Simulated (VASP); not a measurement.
Band structure of TiCo (CsCl type). Method: PBE GGA with D4 dispersion, VASP's PBE PAW potentials (set 64) (plane waves; VASP).

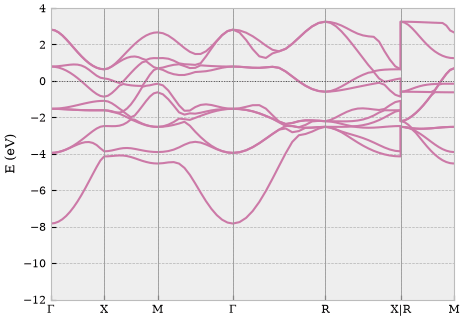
Fig. 1. Bands along high-symmetry lines, zero at the valence-band maximum or, without a gap, the Fermi level

Read the plot: is there a gap, and where are the band edges?

It has no gap at this level: it comes out as a metal or semimetal. (Edges off the drawn lines would not show.)

The compound is TiCo in the CsCl type structure. It was relaxed first. The run is not spin-polarised, so no magnetic state was tried. The electron count is odd and the run is not spin-polarised, which forces a metal.
